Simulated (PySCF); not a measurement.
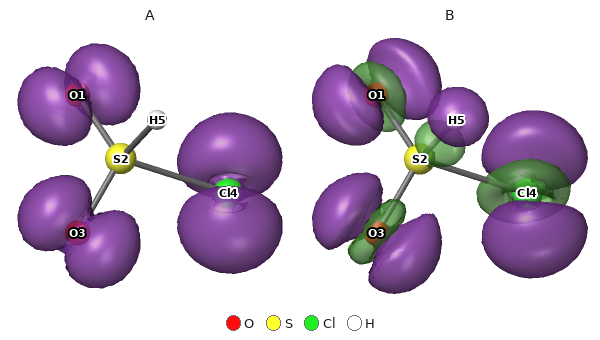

ClHO2S, SMILES `O=[SH](=O)Cl`. The Fukui function f⁻ from two separate SCF calculations and the density of the HOMO, at ±0.03 e/Å³ (purple positive, green negative).

Level of theory: PBE/def2-SVPD (PySCF), at a geometry from GFN2-xTB. No frequency check shows the geometry to be a minimum. GFN2-xTB bond lengths at metals and heavier atoms can be off by up to 0.1 Å and shapes distorted, which carries into these values.

Input

```python
import numpy as np
from pyscf import gto, scf, dft
from pyscf.scf import atom_ks, atom_hf
from scipy.linalg import block_diag

def solve(mol, dm0=None, hcore=None):
    mf = (dft.UKS if mol.spin else dft.RKS)(mol, xc='pbe')
    mf.grids.level = 3
    mf = mf.density_fit(auxbasis='def2-universal-jkfit')
    mf.conv_tol, mf.max_cycle = 1e-8, 80
    if hcore is not None:
        mf.get_hcore = lambda *args: hcore
    mf.kernel(dm0)
    if not mf.converged:
        mf = mf.newton().run(mf.mo_coeff, mf.mo_occ, max_cycle=30)
    assert mf.converged, 'SCF not converged'
    return mf

mol = gto.M(atom='''
O      1.04711     1.23626     0.24710
S      0.51733     0.00007    -0.20846
O      1.04658    -1.23666     0.24695
Cl    -1.50596     0.00010     0.05818
H      0.57451     0.00035    -1.60600
''', basis='def2-svpd', charge=0, spin=0, verbose=4)
mf = solve(mol)
out = dict(e0=mf.e_tot, dm0=mf.make_rdm1(), c=mf.mo_coeff, occ=mf.mo_occ, eps=mf.mo_energy)
for name, dq, spin in [('cation', 1, 1), ('anion', -1, 1)]:
    ion = mol.copy().set(charge=mol.charge + dq, spin=spin).build()
    mi = solve(ion)
    if spin and dq > 0 and mol.nao < 130:
        c, _, stable, _ = mi.stability(return_status=True)
        if not stable:
            mi = solve(ion, mi.make_rdm1(c, mi.mo_occ))
    print(name, 'vertical energy change / eV', (mi.e_tot - mf.e_tot) * 27.211386)
    out.update({'e_' + name: mi.e_tot, 'dm_' + name: mi.make_rdm1(), 's2_' + name: mi.spin_square()[0], 'eps_' + name: mi.mo_energy, 'occ_' + name: mi.mo_occ})
# spherically averaged free atoms, for the promolecule
atm = atom_ks.get_atm_nrks(mol, xc='pbe')
pro = block_diag(*[(atm[a[0]][2] * atm[a[0]][3]) @ atm[a[0]][2].T for a in mol._atom])
np.savez('result.npz', pro=pro, **out)
```

Run with:

```sh
OMP_NUM_THREADS=1 python input.py
```

The run took 2.2 min on 1 thread of Arm Neoverse V2, on a shared host, peak memory 0.48 GiB.

Partitions, critical points and surface values were worked out afterwards from this run's density.

**Which panel is which, and how good is the frozen-orbital picture?**

B is f⁻ (it has negative regions), A the HOMO density. The HOMO lies on Cl4 (42 %), O1 and O3 (25 % each) and S2 (7 %); f⁻ (Hirshfeld-condensed) is largest on Cl4 (0.39); the vertical ionisation energy is 11.62 eV. Relaxation shifts 12 % of the electron between atoms. The orbital energy is −8.17 eV.
